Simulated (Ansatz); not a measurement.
System: Na₂LuSi.

The calculation's input:

```
crystal:
  lattice:
    - [6.2508622216, 0.0, 0.0]
    - [-3.1254311108, 5.4134054794, 0.0]
    - [0.0, 0.0, 5.1529883126]
  atoms:
    - { symbol: Na, position: [0.3333333333, 0.6666666667, 0.0] }
    - { symbol: Na, position: [0.6666666667, 0.3333333333, 0.0] }
    - { symbol: Lu, position: [0.0, 0.0, 0.0] }
    - { symbol: Si, position: [0.0, 0.0, 0.5] }
basis:
  ecutwfc: 420
kpoints:
  mp_grid: { grid: [12, 12, 10] }
hamiltonian:
  xc: pbe
scf:
  occupations: { method: gaussian, width: 0.1 }
output:
  forces: true
  stress: true
  eigenvalues: true
  write_density: true
  write_potential: true
  elf: true
  volumetric_format: npy
relax:
  adjacent_minimum: "off"
  f_tol: 0.01
  max_steps: 80
  cell: { stress_tol: 0.05 }
```

Run with:

```sh
ansatz run input.yaml --threads 1 --pin off --max-ram 2560MiB --backend cpu --events-out ev --progress --plain --runs-dir out
```

Below, planes, directions and counts refer to the conventional cell (a = 6.29 Å, b = 6.29 Å, c = 5.17 Å, α = 90.00°, β = 90.00°, γ = 120.00°).

The fields are those of the relaxed geometry.

Space group P6/mmm; a structure generated by program, which may or may not match a known phase; computed without spin polarisation.

All numbers below come from DFT PBE, scalar-relativistic, plane waves, PAW in Ansatz.

Question: Predict the valence pseudo-density and electron localisation function between the atoms.

Answer: Lu–Si (2.59 Å): the density is about 0.4 e/Å³ at the midpoint; the ELF peaks at about 0.80 in the valence shell of Si, 0.9 Å from its nucleus, and is about 0.40 at the midpoint.
Na–Lu (3.63 Å): ρ at the midpoint is about 0.06 e/Å³, with its minimum of 0.05 e/Å³ about 1.5 Å from Na; the ELF is about 0.35 at the midpoint.
Na–Na (3.63 Å): ρ at the midpoint is about 0.03 e/Å³; the ELF is about 0.40 at the midpoint.

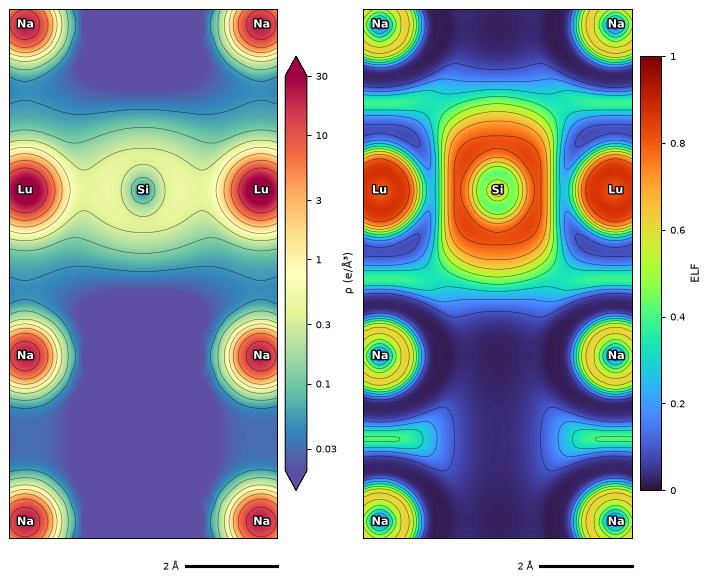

Computed valence pseudo-density and electron localisation function on the (110) plane of the conventional cell, in this order. 

Core electrons are frozen (PAW), and the valence fields are smoothed inside the atomic spheres.
